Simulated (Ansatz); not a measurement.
## Geometry relaxation of CH6BFSi (part 2 of 2)

The same run, continued: CH6BFSi; RKS PBE-D4/def2-SVP (Ansatz 0.2.0). The geometry: force-field start.

Geometry of the input (Å):
```
B  -1.5955  0.6017  -0.2602
Si -0.1785  -0.6189  -0.3692
C  1.2761  0.0872  0.5074
F  2.4284  -0.8041  0.4493
H  -2.1073  1.0803  -1.2815
H  -2.0671  0.9952  0.7779
H  0.1957  -0.8584  -1.7729
H  -0.5355  -1.8631  0.2607
H  1.6148  1.0565  0.0841
H  1.0518  0.2724  1.6073
```

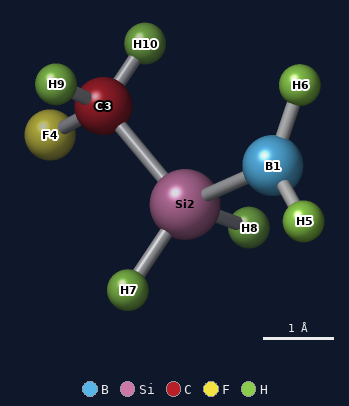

Fig. 1: The geometry at step 10 of the log (ball-and-stick view, seen at a tilt; atoms are numbered from 1 in the order of the input).

Trajectory as extended XYZ, continued:
```
10
Properties=species:S:1:pos:R:3:forces:R:3 step=4 energy=-12388.42238
B    -1.7235    0.6580   -0.2974    0.1220   0.0943   0.0093
Si   -0.1494   -0.6022   -0.4246   -0.0362   0.0019   0.0197
C     1.3698    0.0866    0.5474   -0.0138  -0.0279  -0.0240
F     2.4172   -0.8279    0.4775    0.0017   0.0025   0.0023
H    -2.3150    1.0832   -1.2710   -0.0517  -0.0500   0.0050
H    -2.0857    1.0593    0.7960   -0.0073  -0.0406  -0.0277
H     0.3075   -0.9341   -1.8198   -0.0078   0.0103   0.0043
H    -0.5446   -1.8942    0.2546    0.0069  -0.0027  -0.0083
H     1.7076    1.0612    0.1266   -0.0014   0.0032   0.0010
H     1.0989    0.2588    1.6136   -0.0125   0.0089   0.0184
10
Properties=species:S:1:pos:R:3:forces:R:3 step=5 energy=-12388.43089
B    -1.7195    0.6721   -0.2978   -0.0617  -0.0272  -0.0562
Si   -0.1380   -0.5687   -0.4310    0.0672   0.0195   0.0112
C     1.3823    0.0726    0.5647   -0.0530   0.0040  -0.0297
F     2.4175   -0.8539    0.4898    0.0350  -0.0235   0.0178
H    -2.4256    0.9169   -1.2608    0.0102  -0.0007   0.0665
H    -2.0252    1.1763    0.7679    0.0158   0.0201  -0.0100
H     0.3060   -0.8758   -1.8360    0.0121   0.0046   0.0033
H    -0.5531   -1.8754    0.2092   -0.0274   0.0058  -0.0007
H     1.7384    1.0504    0.1662   -0.0026   0.0069  -0.0005
H     1.1000    0.2342    1.6309    0.0045  -0.0094  -0.0018
10
Properties=species:S:1:pos:R:3:forces:R:3 step=6 energy=-12388.42645 accepted=F
B    -1.7216    0.6757   -0.3000   -0.4100   0.0778  -0.2105
Si   -0.1237   -0.5386   -0.4444    0.1003   0.0062   0.0253
C     1.3934    0.0596    0.5799   -0.1076   0.0469  -0.0146
F     2.4201   -0.8764    0.5100    0.0272  -0.0217   0.0188
H    -2.5396    0.7608   -1.2342    0.3525   0.0085   0.4833
H    -1.9500    1.2931    0.7385    0.0131  -0.0853  -0.2585
H     0.3178   -0.8257   -1.8547    0.0157   0.0034  -0.0019
H    -0.5712   -1.8533    0.1606   -0.0241   0.0065  -0.0038
H     1.7652    1.0412    0.2029    0.0006  -0.0163   0.0053
H     1.0925    0.2125    1.6443    0.0322  -0.0261  -0.0433
10
Properties=species:S:1:pos:R:3:forces:R:3 step=7 energy=-12388.43511
B    -1.7247    0.6685   -0.3007    0.0262   0.0224  -0.0037
Si   -0.1292   -0.5552   -0.4375    0.0190  -0.0307  -0.0389
C     1.3855    0.0643    0.5700    0.0335  -0.0081   0.0357
F     2.4277   -0.8597    0.5077   -0.0648   0.0262  -0.0136
H    -2.4849    0.8438   -1.2354   -0.0068  -0.0192   0.0430
H    -1.9769    1.2371    0.7473   -0.0096   0.0013  -0.0228
H     0.3191   -0.8511   -1.8437    0.0032  -0.0016  -0.0048
H    -0.5708   -1.8651    0.1808   -0.0119   0.0015  -0.0006
H     1.7444    1.0448    0.1803    0.0057   0.0046   0.0033
H     1.0928    0.2214    1.6340    0.0054   0.0037   0.0023
10
Properties=species:S:1:pos:R:3:forces:R:3 step=8 energy=-12388.43753
B    -1.7216    0.6731   -0.3046   -0.0397   0.0011   0.0180
Si   -0.1184   -0.5415   -0.4504   -0.0170   0.0027  -0.0111
C     1.3893    0.0599    0.5772    0.0048  -0.0063   0.0256
F     2.4271   -0.8685    0.5225   -0.0389   0.0124  -0.0150
H    -2.5416    0.7694   -1.2046    0.0677  -0.0023   0.0950
H    -1.9379    1.2872    0.7301    0.0035  -0.0220  -0.1018
H     0.3332   -0.8360   -1.8560    0.0039   0.0055  -0.0035
H    -0.5890   -1.8495    0.1532    0.0023   0.0025  -0.0012
H     1.7562    1.0411    0.1960    0.0092   0.0015   0.0095
H     1.0856    0.2137    1.6393    0.0040   0.0050  -0.0154
10
Properties=species:S:1:pos:R:3:forces:R:3 step=9 energy=-12388.43334 accepted=F
B    -1.7209    0.6645   -0.3002   -0.0158   0.0042  -0.0639
Si   -0.1194   -0.5501   -0.4555    0.0362   0.1464   0.0849
C     1.3866    0.0541    0.5785   -0.0275   0.0355  -0.0672
F     2.4181   -0.8787    0.5158    0.0349  -0.0388   0.0113
H    -2.5517    0.7299   -1.1888    0.0086  -0.0088   0.0317
H    -1.9303    1.3230    0.7031    0.0176  -0.0117   0.0010
H     0.3451   -0.7883   -1.8733   -0.0636  -0.0934   0.0993
H    -0.5909   -1.8473    0.1778    0.0506   0.0006  -0.1304
H     1.7625    1.0365    0.2060   -0.0296  -0.0233  -0.0042
H     1.0838    0.2052    1.6395   -0.0114  -0.0106   0.0376
10
Properties=species:S:1:pos:R:3:forces:R:3 step=10 energy=-12388.43882
B    -1.7229    0.6679   -0.3012    0.0097   0.0308  -0.0244
Si   -0.1180   -0.5415   -0.4522   -0.0168   0.0053   0.0188
C     1.3875    0.0598    0.5792   -0.0069  -0.0007  -0.0059
F     2.4219   -0.8712    0.5204   -0.0055  -0.0035  -0.0037
H    -2.5476    0.7550   -1.1937    0.0165  -0.0185   0.0430
H    -1.9294    1.3067    0.7168   -0.0019  -0.0160  -0.0282
H     0.3351   -0.8288   -1.8594   -0.0034   0.0048   0.0051
H    -0.5853   -1.8516    0.1494    0.0095  -0.0017  -0.0083
H     1.7578    1.0415    0.2023    0.0004  -0.0016   0.0059
H     1.0838    0.2110    1.6412   -0.0016   0.0010  -0.0023
10
Properties=species:S:1:pos:R:3:forces:R:3 step=11 energy=-12388.44033
B    -1.7210    0.6720   -0.3038   -0.0088  -0.0039   0.0103
Si   -0.1173   -0.5360   -0.4514    0.0127  -0.0022  -0.0018
C     1.3866    0.0555    0.5851   -0.0030  -0.0013  -0.0059
F     2.4194   -0.8770    0.5190    0.0033  -0.0053   0.0011
H    -2.5761    0.7018   -1.1684    0.0000  -0.0048  -0.0008
H    -1.9056    1.3570    0.6863    0.0004   0.0094  -0.0056
H     0.3350   -0.8076   -1.8622   -0.0010   0.0030   0.0034
H    -0.5799   -1.8556    0.1324   -0.0018   0.0043  -0.0040
H     1.7592    1.0399    0.2180   -0.0002   0.0029  -0.0006
H     1.0826    0.1989    1.6480   -0.0016  -0.0019   0.0038
10
Properties=species:S:1:pos:R:3:forces:R:3 step=12 energy=-12388.44008 accepted=F
B    -1.7232    0.6723   -0.3037   -0.1140   0.1035   0.0022
Si   -0.1145   -0.5263   -0.4508    0.0084  -0.0524  -0.0076
C     1.3868    0.0477    0.5949    0.0063   0.0078   0.0093
F     2.4198   -0.8845    0.5176   -0.0016   0.0012   0.0010
H    -2.6241    0.6143   -1.1299    0.1089   0.0127   0.1202
H    -1.8633    1.4448    0.6358   -0.0142  -0.0866  -0.1187
H     0.3361   -0.7745   -1.8671   -0.0009   0.0102  -0.0020
H    -0.5764   -1.8597    0.1021    0.0041   0.0090   0.0016
H     1.7603    1.0380    0.2444    0.0007  -0.0003  -0.0040
H     1.0814    0.1764    1.6597    0.0023  -0.0051  -0.0018
10
Properties=species:S:1:pos:R:3:forces:R:3 step=13 energy=-12388.44101
B    -1.7217    0.6734   -0.3037   -0.0335   0.0110   0.0126
Si   -0.1161   -0.5314   -0.4506    0.0173  -0.0041  -0.0008
C     1.3872    0.0514    0.5899   -0.0019   0.0015  -0.0062
F     2.4187   -0.8824    0.5173    0.0078  -0.0046   0.0033
H    -2.5982    0.6567   -1.1483    0.0133  -0.0006   0.0104
H    -1.8899    1.4013    0.6593    0.0043  -0.0060  -0.0215
H     0.3352   -0.7884   -1.8649   -0.0030   0.0013   0.0045
H    -0.5771   -1.8576    0.1192   -0.0018   0.0048  -0.0050
H     1.7615    1.0383    0.2309   -0.0022  -0.0003  -0.0021
H     1.0833    0.1876    1.6539   -0.0004  -0.0030   0.0048
10
Properties=species:S:1:pos:R:3:forces:R:3 step=14 energy=-12388.44126
B    -1.7239    0.6741   -0.3033   -0.0503   0.0416   0.0040
Si   -0.1150   -0.5268   -0.4485    0.0081  -0.0190  -0.0014
C     1.3884    0.0470    0.5949    0.0024   0.0038   0.0028
F     2.4202   -0.8864    0.5151    0.0007   0.0015   0.0016
H    -2.6191    0.6140   -1.1289    0.0398   0.0037   0.0429
H    -1.8744    1.4452    0.6304   -0.0006  -0.0337  -0.0467
H     0.3339   -0.7702   -1.8662   -0.0015   0.0035   0.0002
H    -0.5746   -1.8601    0.1052    0.0003   0.0039  -0.0019
H     1.7622    1.0371    0.2439   -0.0012  -0.0024  -0.0020
H     1.0852    0.1750    1.6604    0.0022  -0.0027   0.0004
10
Properties=species:S:1:pos:R:3:forces:R:3 step=15 energy=-12388.44140
B    -1.7235    0.6748   -0.3038   -0.0347   0.0229   0.0129
Si   -0.1146   -0.5265   -0.4487    0.0069  -0.0068   0.0023
C     1.3886    0.0466    0.5957   -0.0013   0.0019  -0.0038
F     2.4198   -0.8873    0.5152    0.0063  -0.0017   0.0028
H    -2.6211    0.6086   -1.1244    0.0207   0.0029   0.0172
H    -1.8741    1.4492    0.6260    0.0035  -0.0192  -0.0302
H     0.3341   -0.7674   -1.8670   -0.0011   0.0014   0.0017
H    -0.5750   -1.8599    0.1038    0.0014   0.0031  -0.0032
H     1.7632    1.0366    0.2451   -0.0027  -0.0023  -0.0017
H     1.0855    0.1741    1.6611    0.0010  -0.0022   0.0018
10
Properties=species:S:1:pos:R:3:forces:R:3 step=16 energy=-12388.44151
B    -1.7248    0.6754   -0.3030   -0.0005   0.0014  -0.0007
Si   -0.1152   -0.5267   -0.4465   -0.0013  -0.0033   0.0050
C     1.3890    0.0449    0.5973   -0.0022   0.0013  -0.0026
F     2.4211   -0.8878    0.5149    0.0033  -0.0012  -0.0003
H    -2.6230    0.6011   -1.1205    0.0000  -0.0008   0.0010
H    -1.8727    1.4592    0.6171   -0.0005   0.0012  -0.0006
H     0.3318   -0.7613   -1.8664    0.0013   0.0002  -0.0007
H    -0.5728   -1.8629    0.1005   -0.0005   0.0008  -0.0019
H     1.7615    1.0354    0.2461    0.0011   0.0009   0.0012
H     1.0879    0.1715    1.6634   -0.0007  -0.0004  -0.0005
```

Results in brief:

| quantity | value |
| --- | --- |
| outcome | converged |
| total energy | −12388.4415 eV |
| mean-field energy | −12388.2812 eV |
| dispersion energy | −0.1604 eV |
| SCF solution under orbital rotations | stable |
| largest force (length of the vector) at the end | 0.006 eV/Å |
| dipole moment | 1.68 D |
| hardware | 2 threads of Arm Neoverse V2, 23 GiB of memory available, shared host |
| wall time | 23 s (CPU time 42 s) |
| peak memory | 0.15 GiB |
